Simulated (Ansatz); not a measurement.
# C$_{2}$H$_{10}$AsBO: what the fields show

```xyz
15

C    -1.1188   -0.3818    1.6287
B    -0.1369   -0.8466    0.4897
C     1.4218   -0.8092    0.6633
O    -0.6128   -1.3002   -0.7083
As    0.0248    1.9453   -1.7017
H    -1.1093    0.7142    1.6681
H    -0.7921   -0.7217    2.6152
H    -2.1584   -0.6922    1.4862
H     1.9607   -0.9742   -0.2713
H     1.7550    0.1348    1.1045
H     1.7273   -1.5923    1.3678
H    -1.5727   -1.3212   -0.7423
H     0.3410    3.1923   -2.5164
H     1.1895    1.1754   -2.2991
H    -0.9413    1.4264   -2.7546
```

Geometry: PBE0-D4/def2-TZVP; at this geometry the atoms fall into two loosely joined parts.

Method: Ansatz 0.2.0, RKS PBE0-D4/def2-TZVPP.

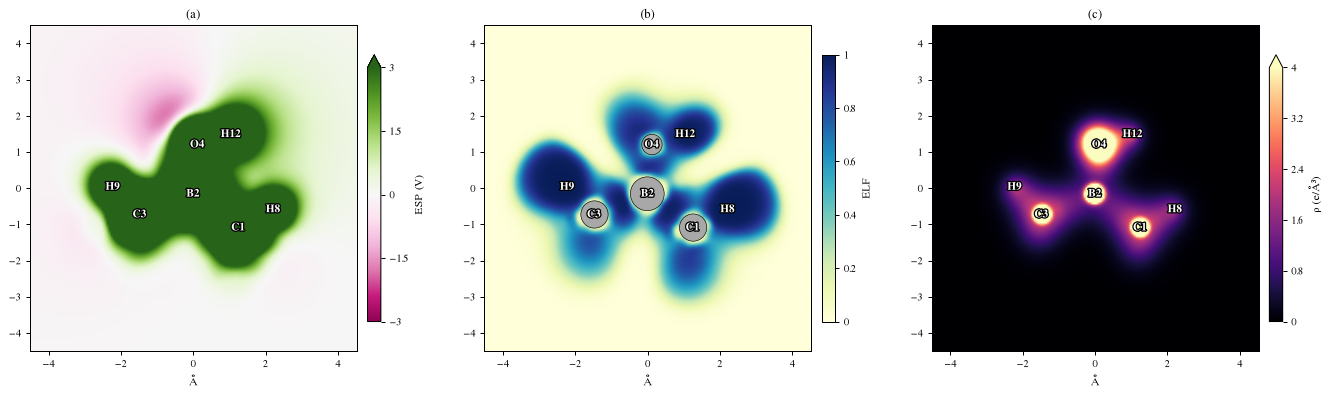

Figure 1. (a) electrostatic potential; (b) electron localisation function; (c) total electron density on the plane of atoms B2, O4 and H12. Grey discs cover the atomic cores in the ELF map.

What do the fields say about this system?

The section cuts through C, B, O and H sites. B–O (1.37 Å): ρ is about 2.1 e/Å³ halfway; the ELF peaks at about 0.90 between the atoms (a polar covalent bond). C–B (1.57 Å): the density is about 1.4 e/Å³ at the midpoint; the ELF peaks at about 0.95 between the atoms; a shared electron pair. O–H (0.96 Å): the density is about 3.8 e/Å³ at the midpoint; the ELF climbs to about 1 towards the hydrogen, as it does in any bond to H: a covalent bond by its length. C–H (1.09 Å): ρ at the midpoint is about 1.9 e/Å³; the ELF climbs to about 1 towards the hydrogen: an ordinary covalent bond to hydrogen. The ELF also peaks beside O4, away from the bonds: lone-pair regions. Outside the dense part of the molecule the potential is most negative (−1.8 V) near O4.

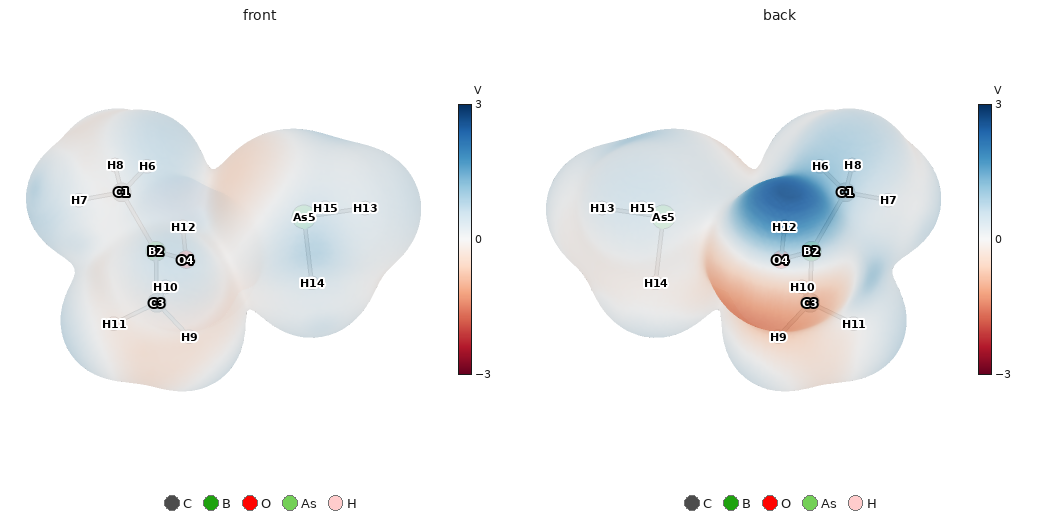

Figure 2. The molecular electrostatic potential painted on the density surface at 0.002 e/bohr³, seen from the front and from behind; red is negative and blue positive.

Describe the electrostatic potential map.

The most negative region (about −1.4 V) lies over O4, the most positive (about +2.5 V) over H12. O4 is the likeliest acceptor of a hydrogen bond.

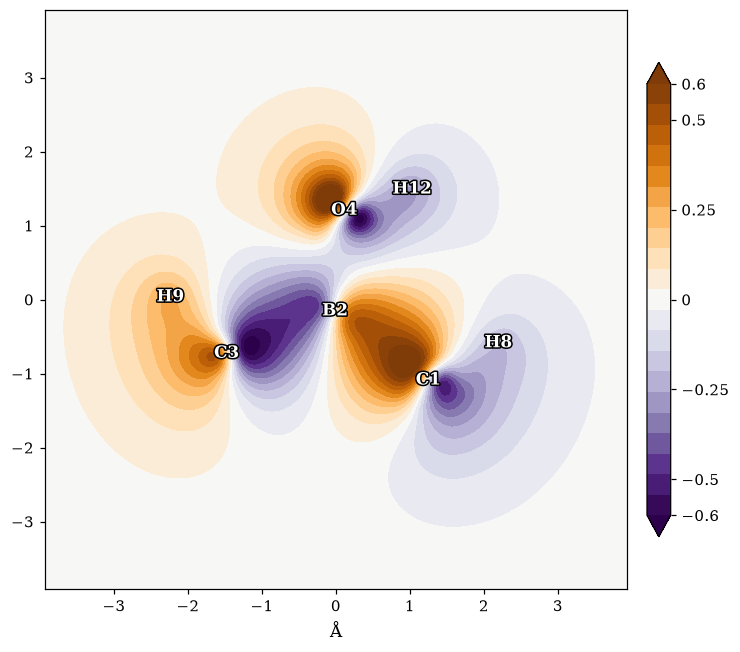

Figure 3. The HOMO−1 on the plane of atoms B2, O4 and H12 (values in Å⁻³ᐟ²; the overall sign is arbitrary).

What is the character of this orbital?

Its weight (Hirshfeld) is mainly on C1 (about 25 %), C3 (about 20 %), B2 (about 20 %) and O4 (about 15 %). Its energy is −8.41 eV.
